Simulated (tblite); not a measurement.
# Geometry relaxation of C6H13Si (part 1 of 2)

The run: geometry relaxation of C6H13Si, multiplicity 2. Method and program: GFN2-xTB geometry optimisation, gas phase (tblite 0.8.0).

It belongs to a series of runs on one base structure; here: H removed from sp3 C.

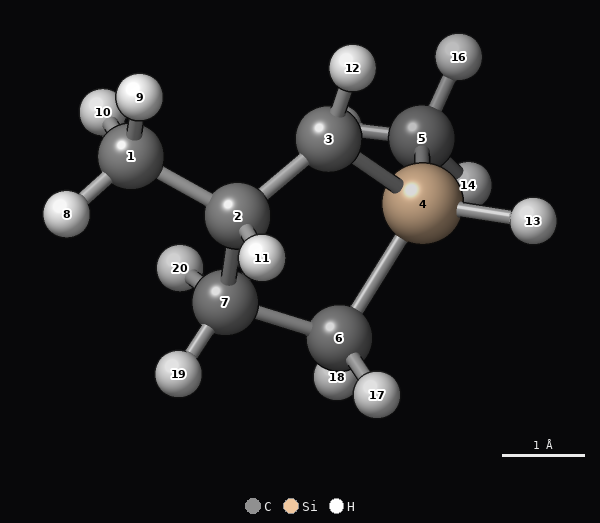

Figure 1. The input geometry (ball-and-stick view, seen at a tilt; atoms are numbered from 1 in the order of the input). Bond lengths as drawn: C–C 1.51 to 1.55 Å, C–H 1.08 to 1.10 Å, C–Si 1.84 to 1.93 Å and H–Si 1.48 Å.

The input
```
{"job": {"kind": "relax", "xc": "GFN2-xTB", "basis": "xTB"}, "charge": 0, "multiplicity": 2}
C     -2.459500     0.011000    -0.816000
C     -1.320300     0.352100     0.115100
C     -0.235300     1.148200    -0.570200
Si     1.435800     0.721100     0.074600
C      2.523100    -0.063300    -1.178600
C      0.698100    -0.574100     1.300900
C     -0.660200    -0.935700     0.682300
H     -3.226300    -0.568400    -0.290700
H     -2.938400     0.923700    -1.188900
H     -2.132000    -0.566900    -1.676200
H     -1.708100     0.943300     0.957900
H     -0.418000     2.076800    -1.098100
H      2.058100     1.851400     0.809500
H      3.448900    -0.446300    -0.738400
H      2.022000    -0.890700    -1.681200
H      2.806900     0.660900    -1.945800
H      0.567200    -0.096700     2.284600
H      1.347300    -1.454600     1.413400
H     -1.306500    -1.411000     1.439700
H     -0.508000    -1.670100    -0.113700
```

The first line tells a small driver script what to run in tblite; the rest is the geometry in Å.

Run as:
```bash
OMP_NUM_THREADS=1 python <driver script> task.json out
```

Output
```
step      E/eV     max force
  0    -574.62534    1.776
  1    -574.70683    0.567
  2    -574.72552    0.505
  3    -574.74609    0.401
  4    -574.75840    0.407
  5    -574.77150    0.216
  6    -574.77870    0.246
  7    -574.78344    0.191
  8    -574.78630    0.153
  9    -574.78837    0.107
 10    -574.78979    0.092
 11    -574.79098    0.093
 12    -574.79231    0.123
 13    -574.79376    0.102
 14    -574.79492    0.087
 15    -574.79568    0.076
 16    -574.79625    0.058
 17    -574.79677    0.060
 18    -574.79714    0.041
 19    -574.79735    0.031
 20    -574.79748    0.028
 21    -574.79759    0.026
 22    -574.79768    0.019
 23    -574.79773    0.016
 24    -574.79777    0.013
 25    -574.79781    0.016
 26    -574.79786    0.017
 27    -574.79792    0.021
 28    -574.79800    0.021
 29    -574.79807    0.022
 30    -574.79815    0.023
 31    -574.79822    0.020
 32    -574.79829    0.022
 33    -574.79834    0.018
 34    -574.79838    0.017
 35    -574.79842    0.019
 36    -574.79845    0.017
 37    -574.79848    0.014
 38    -574.79850    0.010
 39    -574.79852    0.010
```

Trajectory as extended XYZ (Å, eV, eV/Å), 24 of the 40 frames kept, from step=0 to step=39
```
20
Properties=species:S:1:pos:R:3:forces:R:3 step=0 energy=-574.62534
C    -2.4595    0.0110   -0.8160   -0.8820   0.1760  -0.2050
C    -1.3203    0.3521    0.1151    0.9650  -0.1520  -0.2460
C    -0.2353    1.1482   -0.5702   -0.2090  -0.0050   0.3890
Si    1.4358    0.7211    0.0746   -0.9230   0.4180   1.4590
C     2.5231   -0.0633   -1.1786    1.1680  -0.5370  -1.0670
C     0.6981   -0.5741    1.3009    0.2890   0.2600  -0.2160
C    -0.6602   -0.9357    0.6823    0.0490   0.1910   0.5080
H    -3.2263   -0.5684   -0.2907    0.1430   0.0630  -0.0720
H    -2.9384    0.9237   -1.1889    0.0970  -0.1540   0.0440
H    -2.1320   -0.5669   -1.6762    0.1430  -0.0070   0.0460
H    -1.7081    0.9433    0.9579    0.0110  -0.0190  -0.0450
H    -0.4180    2.0768   -1.0981   -0.4850  -0.3230   0.0400
H     2.0581    1.8514    0.8095    0.0970  -0.1600  -0.1400
H     3.4489   -0.4463   -0.7384   -0.2030   0.0580  -0.1370
H     2.0220   -0.8907   -1.6812    0.1050   0.0590   0.0420
H     2.8069    0.6609   -1.9458   -0.0020  -0.1690   0.0880
H     0.5672   -0.0967    2.2846   -0.0040  -0.3610  -0.3060
H     1.3473   -1.4546    1.4134   -0.3890   0.2490   0.1280
H    -1.3065   -1.4110    1.4397    0.0720   0.2000  -0.2710
H    -0.5080   -1.6701   -0.1137   -0.0430   0.2110  -0.0390
20
Properties=species:S:1:pos:R:3:forces:R:3 step=2 energy=-574.72552
C    -2.4748    0.0138   -0.8203    0.0550  -0.0010   0.0080
C    -1.3030    0.3477    0.1086   -0.0820  -0.0730  -0.0540
C    -0.2399    1.1502   -0.5593    0.0380   0.0720   0.2480
Si    1.4204    0.7281    0.1049    0.1320  -0.0060   0.0360
C     2.5430   -0.0718   -1.1968   -0.0790   0.0780   0.1040
C     0.7040   -0.5682    1.2970   -0.0120   0.0250  -0.0040
C    -0.6557   -0.9309    0.6917    0.1010   0.0860  -0.0210
H    -3.2244   -0.5679   -0.2913   -0.0380  -0.0260   0.0330
H    -2.9377    0.9228   -1.1890   -0.0500   0.0830  -0.0380
H    -2.1289   -0.5663   -1.6741    0.0260   0.0190   0.0340
H    -1.7063    0.9413    0.9543    0.0830  -0.0970  -0.1580
H    -0.4341    2.0660   -1.0970   -0.4520  -0.2240  -0.0260
H     2.0621    1.8481    0.8066    0.1620   0.0080   0.0100
H     3.4484   -0.4469   -0.7411    0.1430  -0.0770  -0.0430
H     2.0249   -0.8912   -1.6818    0.0770  -0.0640  -0.0650
H     2.8089    0.6587   -1.9472    0.1050   0.0180  -0.1360
H     0.5670   -0.1074    2.2770   -0.0250  -0.1820  -0.0030
H     1.3364   -1.4481    1.4173   -0.1550   0.0340   0.0930
H    -1.3059   -1.4053    1.4336   -0.0220   0.1310  -0.0570
H    -0.5095   -1.6621   -0.1130   -0.0070   0.1970   0.0390
20
Properties=species:S:1:pos:R:3:forces:R:3 step=3 energy=-574.74609
C    -2.4773    0.0144   -0.8214    0.1050   0.0040   0.0360
C    -1.3006    0.3435    0.1044   -0.1600  -0.0030   0.0490
C    -0.2404    1.1539   -0.5469    0.0800   0.0590   0.1490
Si    1.4206    0.7297    0.1162    0.2640   0.0090  -0.2970
C     2.5459   -0.0715   -1.1983   -0.1070   0.0940   0.1530
C     0.7055   -0.5654    1.2957   -0.0800  -0.0310   0.0310
C    -0.6500   -0.9263    0.6938   -0.0970   0.0420  -0.1010
H    -3.2254   -0.5688   -0.2902   -0.0220   0.0010   0.0090
H    -2.9395    0.9258   -1.1905   -0.0210   0.0220  -0.0090
H    -2.1270   -0.5653   -1.6719   -0.0010  -0.0060  -0.0240
H    -1.7027    0.9371    0.9472    0.0210  -0.0530  -0.0670
H    -0.4557    2.0541   -1.0974   -0.3710  -0.1360  -0.0670
H     2.0692    1.8472    0.8059    0.1830   0.0560   0.0580
H     3.4538   -0.4501   -0.7434    0.0600  -0.0280  -0.0750
H     2.0286   -0.8939   -1.6846    0.0960   0.0070  -0.0220
H     2.8135    0.6589   -1.9529    0.0640  -0.0410  -0.0380
H     0.5661   -0.1177    2.2739   -0.0520  -0.0310   0.1960
H     1.3269   -1.4444    1.4219    0.0020  -0.1330   0.0620
H    -1.3065   -1.3987    1.4296   -0.0130   0.0990   0.0040
H    -0.5104   -1.6520   -0.1111    0.0480   0.0660  -0.0480
20
Properties=species:S:1:pos:R:3:forces:R:3 step=5 energy=-574.77150
C    -2.4779    0.0158   -0.8223    0.0440   0.0010  -0.0040
C    -1.3016    0.3387    0.1010   -0.0180   0.1030   0.0820
C    -0.2388    1.1629   -0.5231   -0.0150   0.0520  -0.0590
Si    1.4324    0.7342    0.1187    0.0700   0.0420  -0.1980
C     2.5493   -0.0685   -1.1971    0.0640  -0.0180  -0.0300
C     0.7043   -0.5623    1.2961   -0.0230  -0.0300   0.0820
C    -0.6488   -0.9183    0.6922   -0.1160  -0.0480  -0.0610
H    -3.2268   -0.5691   -0.2891    0.0290   0.0470  -0.0380
H    -2.9421    0.9294   -1.1924    0.0280  -0.0630   0.0280
H    -2.1246   -0.5643   -1.6706   -0.0310  -0.0150  -0.0600
H    -1.6984    0.9300    0.9368   -0.1220   0.0720   0.1580
H    -0.5061    2.0296   -1.1019   -0.1580  -0.0370  -0.0840
H     2.0899    1.8488    0.8081    0.1580   0.0250   0.0440
H     3.4627   -0.4549   -0.7515   -0.0250   0.0390  -0.0650
H     2.0395   -0.8958   -1.6885    0.0650   0.0690   0.0330
H     2.8228    0.6554   -1.9610    0.0160  -0.0710   0.0620
H     0.5617   -0.1329    2.2812   -0.0510   0.0860   0.1910
H     1.3142   -1.4475    1.4314    0.0580  -0.1560  -0.0140
H    -1.3085   -1.3846    1.4248   -0.0420  -0.0020   0.0700
H    -0.5084   -1.6361   -0.1129    0.0690  -0.0950  -0.1370
20
Properties=species:S:1:pos:R:3:forces:R:3 step=7 energy=-574.78344
C    -2.4754    0.0165   -0.8231    0.0150   0.0060  -0.0090
C    -1.3030    0.3419    0.1040    0.0320   0.0520   0.0770
C    -0.2395    1.1702   -0.5150   -0.0710   0.0080  -0.0830
Si    1.4405    0.7384    0.1117   -0.1240   0.0230   0.0980
C     2.5542   -0.0679   -1.1981    0.0720  -0.0290  -0.0570
C     0.7030   -0.5623    1.3009    0.0210  -0.0030   0.0400
C    -0.6526   -0.9172    0.6888    0.0430  -0.0420   0.0420
H    -3.2260   -0.5667   -0.2905    0.0330   0.0290  -0.0300
H    -2.9419    0.9282   -1.1920    0.0210  -0.0260   0.0050
H    -2.1251   -0.5644   -1.6731   -0.0130   0.0020  -0.0280
H    -1.7033    0.9305    0.9406   -0.1150   0.0530   0.1430
H    -0.5394    2.0155   -1.1090   -0.0290   0.0190  -0.0890
H     2.1088    1.8501    0.8110    0.0900  -0.0620  -0.0270
H     3.4669   -0.4554   -0.7584    0.0440   0.0180   0.0060
H     2.0479   -0.8937   -1.6891   -0.0050  -0.0060  -0.0040
H     2.8288    0.6506   -1.9626    0.0340   0.0130  -0.0080
H     0.5569   -0.1363    2.2935   -0.0140   0.0320  -0.0130
H     1.3101   -1.4562    1.4351   -0.0230   0.0040  -0.0340
H    -1.3120   -1.3781    1.4260   -0.0260  -0.0500   0.0070
H    -0.5041   -1.6329   -0.1206    0.0150  -0.0400  -0.0370
20
Properties=species:S:1:pos:R:3:forces:R:3 step=8 energy=-574.78630
C    -2.4739    0.0167   -0.8234    0.0180   0.0090   0.0060
C    -1.3032    0.3443    0.1071    0.0030   0.0060   0.0650
C    -0.2413    1.1721   -0.5158   -0.0670  -0.0020  -0.0470
Si    1.4401    0.7398    0.1108   -0.1060  -0.0010   0.1110
C     2.5566   -0.0682   -1.1991    0.0210   0.0010  -0.0090
C     0.7029   -0.5627    1.3033    0.0100   0.0060   0.0060
C    -0.6530   -0.9183    0.6885    0.0560  -0.0100   0.0530
H    -3.2249   -0.5653   -0.2917    0.0200   0.0080  -0.0150
H    -2.9413    0.9270   -1.1917    0.0130   0.0050  -0.0090
H    -2.1257   -0.5644   -1.6746    0.0040   0.0130  -0.0040
H    -1.7076    0.9322    0.9456   -0.0740   0.0090   0.0790
H    -0.5475    2.0131   -1.1131   -0.0020   0.0170  -0.0820
H     2.1156    1.8490    0.8112    0.0650  -0.0820  -0.0430
H     3.4689   -0.4550   -0.7600    0.0610   0.0070   0.0240
H     2.0498   -0.8932   -1.6892   -0.0140  -0.0280  -0.0170
H     2.8309    0.6497   -1.9629    0.0390   0.0360  -0.0320
H     0.5553   -0.1356    2.2969   -0.0010   0.0020  -0.0600
H     1.3092   -1.4588    1.4350   -0.0340   0.0450  -0.0220
H    -1.3135   -1.3780    1.4268   -0.0040  -0.0530  -0.0270
H    -0.5024   -1.6337   -0.1237   -0.0060   0.0130   0.0250
20
Properties=species:S:1:pos:R:3:forces:R:3 step=10 energy=-574.78979
C    -2.4711    0.0175   -0.8230    0.0010   0.0090   0.0200
C    -1.3043    0.3472    0.1138   -0.0470  -0.0200   0.0150
C    -0.2464    1.1743   -0.5180   -0.0260   0.0000   0.0280
Si    1.4355    0.7411    0.1134   -0.0050  -0.0250  -0.0260
C     2.5597   -0.0680   -1.2000   -0.0320   0.0290   0.0380
C     0.7027   -0.5628    1.3060   -0.0210   0.0140  -0.0300
C    -0.6516   -0.9195    0.6905   -0.0130   0.0360   0.0180
H    -3.2229   -0.5636   -0.2937   -0.0080  -0.0200   0.0040
H    -2.9399    0.9263   -1.1919    0.0130   0.0300  -0.0110
H    -2.1259   -0.5636   -1.6762    0.0340   0.0270   0.0300
H    -1.7160    0.9338    0.9545   -0.0080  -0.0520  -0.0120
H    -0.5575    2.0106   -1.1222    0.0270  -0.0240  -0.0450
H     2.1273    1.8435    0.8092    0.0370  -0.0760  -0.0370
H     3.4739   -0.4539   -0.7608    0.0100   0.0180   0.0170
H     2.0517   -0.8937   -1.6901    0.0120  -0.0020  -0.0030
H     2.8354    0.6503   -1.9646    0.0140   0.0150  -0.0010
H     0.5534   -0.1348    2.2983    0.0070  -0.0070  -0.0380
H     1.3067   -1.4599    1.4340   -0.0020   0.0400   0.0010
H    -1.3152   -1.3807    1.4262    0.0210  -0.0520  -0.0350
H    -0.5008   -1.6333   -0.1255   -0.0160   0.0600   0.0670
20
Properties=species:S:1:pos:R:3:forces:R:3 step=12 energy=-574.79231
C    -2.4699    0.0188   -0.8215   -0.0360   0.0040   0.0030
C    -1.3077    0.3479    0.1194   -0.0290   0.0120  -0.0280
C    -0.2522    1.1761   -0.5171    0.0150   0.0090   0.0570
Si    1.4311    0.7406    0.1140    0.0380  -0.0100  -0.1170
C     2.5608   -0.0663   -1.1989   -0.0040   0.0060  -0.0010
C     0.7013   -0.5616    1.3057   -0.0200   0.0140  -0.0160
C    -0.6518   -0.9176    0.6936   -0.0630   0.0210  -0.0150
H    -3.2221   -0.5638   -0.2949   -0.0270  -0.0200   0.0010
H    -2.9378    0.9279   -1.1928    0.0130   0.0160   0.0070
H    -2.1231   -0.5609   -1.6750    0.0450   0.0210   0.0330
H    -1.7230    0.9311    0.9604    0.0030  -0.0390  -0.0140
H    -0.5631    2.0062   -1.1321    0.0360  -0.0610  -0.0070
H     2.1389    1.8334    0.8049    0.0250  -0.0420  -0.0140
H     3.4778   -0.4515   -0.7602   -0.0540   0.0370   0.0090
H     2.0544   -0.8939   -1.6908    0.0370   0.0320   0.0160
H     2.8396    0.6515   -1.9655   -0.0190  -0.0140   0.0460
H     0.5526   -0.1348    2.2964    0.0070   0.0240   0.0260
H     1.3046   -1.4574    1.4333    0.0280   0.0020   0.0030
H    -1.3149   -1.3866    1.4232    0.0060  -0.0360   0.0170
H    -0.5008   -1.6284   -0.1222    0.0000   0.0230  -0.0050
20
Properties=species:S:1:pos:R:3:forces:R:3 step=14 energy=-574.79492
C    -2.4711    0.0207   -0.8198   -0.0360   0.0010  -0.0120
C    -1.3134    0.3496    0.1241    0.0090   0.0140  -0.0150
C    -0.2581    1.1787   -0.5123    0.0230   0.0050   0.0420
Si    1.4279    0.7392    0.1077    0.0150   0.0030  -0.0340
C     2.5617   -0.0641   -1.1980    0.0230  -0.0190  -0.0450
C     0.6986   -0.5590    1.3045    0.0020   0.0130   0.0120
C    -0.6555   -0.9144    0.6964   -0.0210  -0.0320  -0.0160
H    -3.2231   -0.5653   -0.2964   -0.0350  -0.0020  -0.0150
H    -2.9346    0.9310   -1.1933   -0.0140   0.0040   0.0150
H    -2.1166   -0.5563   -1.6713    0.0320   0.0030   0.0120
H    -1.7310    0.9255    0.9666   -0.0060   0.0110   0.0110
H    -0.5665    1.9970   -1.1442    0.0270  -0.0560   0.0080
H     2.1538    1.8185    0.7987    0.0100  -0.0070  -0.0010
H     3.4788   -0.4462   -0.7582   -0.0450   0.0240   0.0320
H     2.0599   -0.8924   -1.6908    0.0240   0.0000  -0.0070
H     2.8431    0.6525   -1.9637   -0.0240   0.0100   0.0220
H     0.5523   -0.1328    2.2955    0.0120   0.0420   0.0310
H     1.3039   -1.4539    1.4326    0.0110   0.0000  -0.0060
H    -1.3143   -1.3960    1.4211   -0.0140   0.0070   0.0490
H    -0.5009   -1.6214   -0.1192    0.0050  -0.0220  -0.0840
20
Properties=species:S:1:pos:R:3:forces:R:3 step=15 energy=-574.79568
C    -2.4722    0.0212   -0.8194   -0.0150   0.0020  -0.0070
C    -1.3151    0.3503    0.1251    0.0100  -0.0040   0.0080
C    -0.2592    1.1795   -0.5098    0.0110  -0.0040   0.0290
Si    1.4277    0.7387    0.1046    0.0010  -0.0030   0.0250
C     2.5622   -0.0637   -1.1986    0.0120  -0.0150  -0.0360
C     0.6977   -0.5580    1.3043    0.0050   0.0070   0.0140
C    -0.6573   -0.9142    0.6967    0.0110  -0.0390  -0.0090
H    -3.2244   -0.5659   -0.2972   -0.0290   0.0060  -0.0210
H    -2.9340    0.9321   -1.1931   -0.0250   0.0020   0.0110
H    -2.1139   -0.5548   -1.6699    0.0190  -0.0010   0.0040
H    -1.7333    0.9240    0.9685   -0.0060   0.0220   0.0130
H    -0.5664    1.9931   -1.1474    0.0190  -0.0370   0.0010
H     2.1582    1.8139    0.7969    0.0050   0.0010  -0.0010
H     3.4780   -0.4440   -0.7568   -0.0170   0.0110   0.0410
H     2.0620   -0.8919   -1.6910    0.0120  -0.0250  -0.0260
H     2.8435    0.6531   -1.9626   -0.0140   0.0280  -0.0060
H     0.5526   -0.1312    2.2960    0.0130   0.0350   0.0070
H     1.3041   -1.4528    1.4322   -0.0030   0.0110  -0.0050
H    -1.3144   -1.3987    1.4217   -0.0100   0.0220   0.0350
H    -0.5009   -1.6199   -0.1202   -0.0010  -0.0180  -0.0740
20
Properties=species:S:1:pos:R:3:forces:R:3 step=17 energy=-574.79677
C    -2.4740    0.0220   -0.8192    0.0210   0.0040   0.0090
C    -1.3171    0.3506    0.1270   -0.0060  -0.0240   0.0330
C    -0.2599    1.1801   -0.5050   -0.0100  -0.0160   0.0050
Si    1.4277    0.7376    0.1022   -0.0050  -0.0160   0.0580
C     2.5629   -0.0639   -1.2008   -0.0180   0.0030   0.0030
C     0.6967   -0.5565    1.3047   -0.0010  -0.0100   0.0020
C    -0.6588   -0.9159    0.6965    0.0290  -0.0120   0.0010
H    -3.2277   -0.5663   -0.2994   -0.0110   0.0130  -0.0270
H    -2.9349    0.9336   -1.1922   -0.0240  -0.0040   0.0030
H    -2.1095   -0.5530   -1.6678   -0.0060   0.0030  -0.0040
H    -1.7362    0.9232    0.9712    0.0030   0.0110   0.0060
H    -0.5652    1.9861   -1.1515    0.0060  -0.0070  -0.0120
H     2.1640    1.8085    0.7945    0.0030   0.0110   0.0000
H     3.4761   -0.4407   -0.7526    0.0130  -0.0010   0.0280
H     2.0655   -0.8930   -1.6930    0.0090  -0.0350  -0.0400
H     2.8432    0.6555   -1.9618    0.0020   0.0250  -0.0260
H     0.5537   -0.1272    2.2967    0.0040   0.0110  -0.0280
H     1.3043   -1.4508    1.4316   -0.0080   0.0120   0.0070
H    -1.3148   -1.4006    1.4241    0.0120   0.0240  -0.0110
H    -0.5011   -1.6186   -0.1252   -0.0130   0.0070  -0.0070
20
Properties=species:S:1:pos:R:3:forces:R:3 step=19 energy=-574.79735
C    -2.4743    0.0227   -0.8187    0.0110   0.0020   0.0070
C    -1.3184    0.3498    0.1298   -0.0060   0.0010   0.0100
C    -0.2609    1.1796   -0.5016   -0.0020  -0.0120  -0.0050
Si    1.4274    0.7363    0.1036    0.0030  -0.0060   0.0040
C     2.5627   -0.0639   -1.2023   -0.0150   0.0040   0.0100
C     0.6961   -0.5562    1.3050    0.0020  -0.0140  -0.0050
C    -0.6584   -0.9174    0.6965    0.0020   0.0160   0.0010
H    -3.2302   -0.5657   -0.3024   -0.0020   0.0060  -0.0180
H    -2.9366    0.9341   -1.1914   -0.0040  -0.0090   0.0040
H    -2.1071   -0.5517   -1.6668   -0.0140   0.0090  -0.0050
H    -1.7380    0.9232    0.9734    0.0070  -0.0030   0.0080
H    -0.5645    1.9811   -1.1547    0.0020  -0.0070  -0.0050
H     2.1680    1.8057    0.7932    0.0000   0.0130   0.0050
H     3.4753   -0.4385   -0.7488   -0.0050   0.0080  -0.0040
H     2.0686   -0.8953   -1.6963    0.0240  -0.0030  -0.0200
H     2.8430    0.6581   -1.9624   -0.0040  -0.0080   0.0020
H     0.5544   -0.1241    2.2958   -0.0090   0.0010  -0.0170
H     1.3040   -1.4491    1.4318    0.0060  -0.0120   0.0200
H    -1.3143   -1.4006    1.4249    0.0140   0.0020  -0.0170
H    -0.5019   -1.6174   -0.1285   -0.0110   0.0110   0.0260
```
